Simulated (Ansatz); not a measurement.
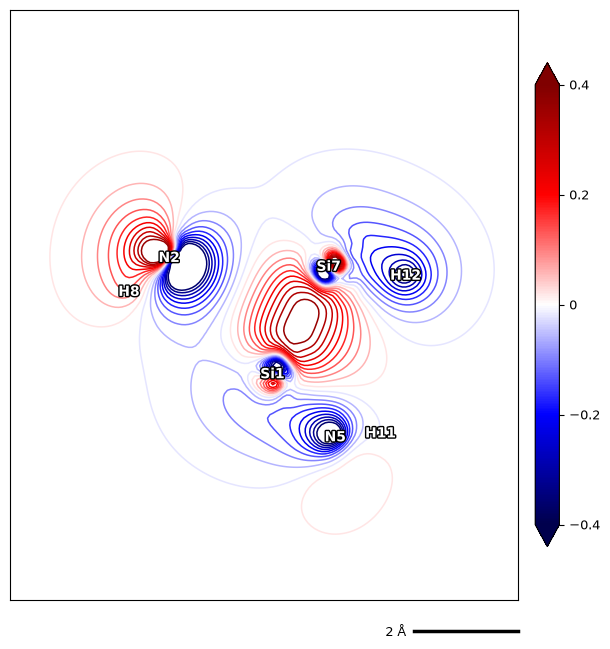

H₇NSi₂···NH₃. The HOMO−1 on the plane of atoms Si1, Si7 and H12 (values in Å⁻³ᐟ²; the overall sign is arbitrary).

The product side of a reaction path; geometry: PBE0-D4/def2-TZVP; a saddle point, not a minimum.

These are results of RKS PBE0-D4/def2-TZVPP in Ansatz, not measurements.

```xyz
14

Si   -0.8482   -0.1253    0.5643
N     2.1406   -0.1751    0.6757
H    -0.4252   -1.4962    0.9923
H    -0.3977    0.8179    1.6232
N    -2.5642    0.0757    0.4414
H     2.6488   -0.9056    0.1927
Si    0.0641    0.3648   -1.5280
H     2.1266   -0.4111    1.6602
H     2.6661    0.6845    0.5741
H    -3.1468   -0.0100    1.2594
H    -3.0462   -0.2653   -0.3746
H    -1.0142    0.5581   -2.5465
H     0.9338   -0.7339   -2.0315
H     0.8623    1.6214   -1.5026
```

**Where does this orbital lie, and at what energy?**

Its weight (Hirshfeld) is mainly on Si7 (about 25 %), N2 (about 25 %), Si1 (about 20 %), N5 (about 10 %) and H12 (about 5 %). Its energy is −7.64 eV.
